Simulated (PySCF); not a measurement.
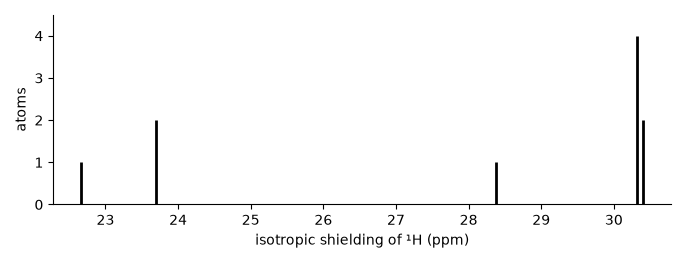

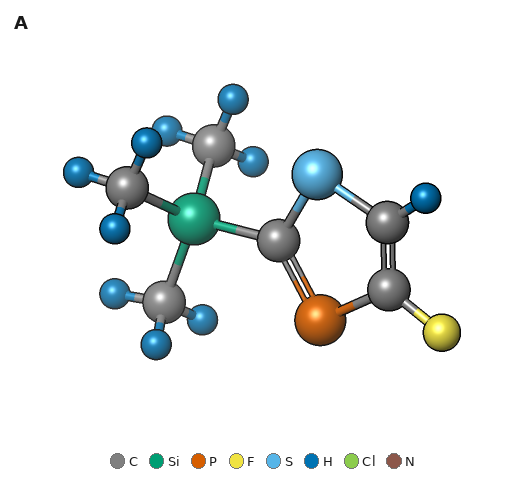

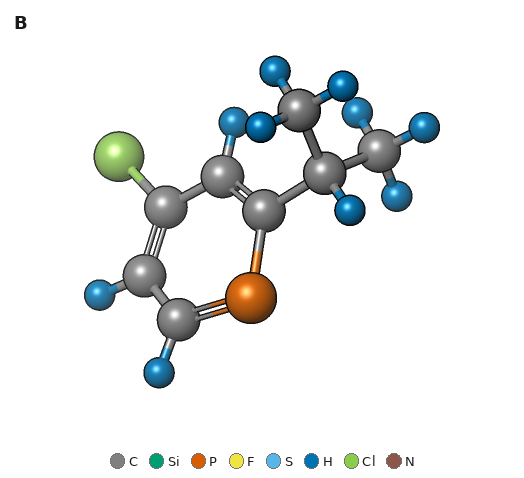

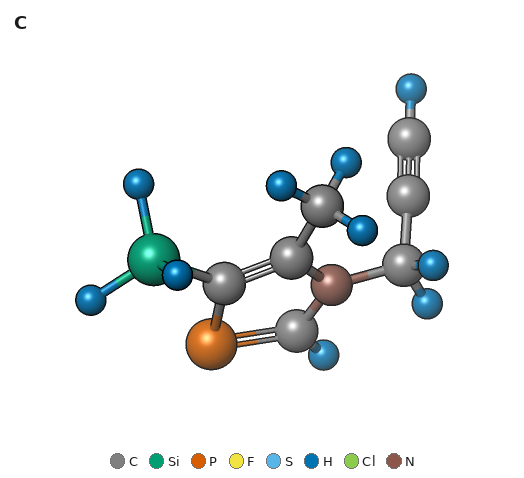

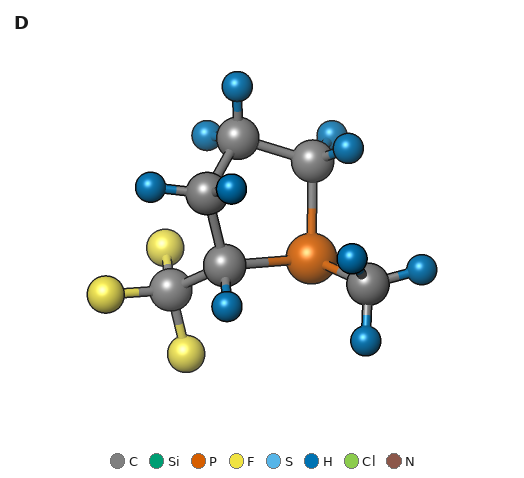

The sticks are computed shieldings of one of the molecules, for one fixed geometry (GFN2-xTB) without averaging over rotations. Low shielding means a high chemical shift. Method: GIAO PBE0/pcSseg-1 NMR shielding, non-relativistic, gas phase (PySCF 2.14.0).

### Which molecule gives this pattern?

B, `CC(C)c1cc(Cl)ccp1`. Its 10 H atoms give lines at 22.67, 23.69 (2 atoms), 28.37, 30.32 (4 atoms), 30.40 (2 atoms) ppm.

The geometry is semi-empirical. Around P, Si such bond lengths and angles can be off by a tenth of an ångström or more and by several degrees, and values that hang on the shape move with them.
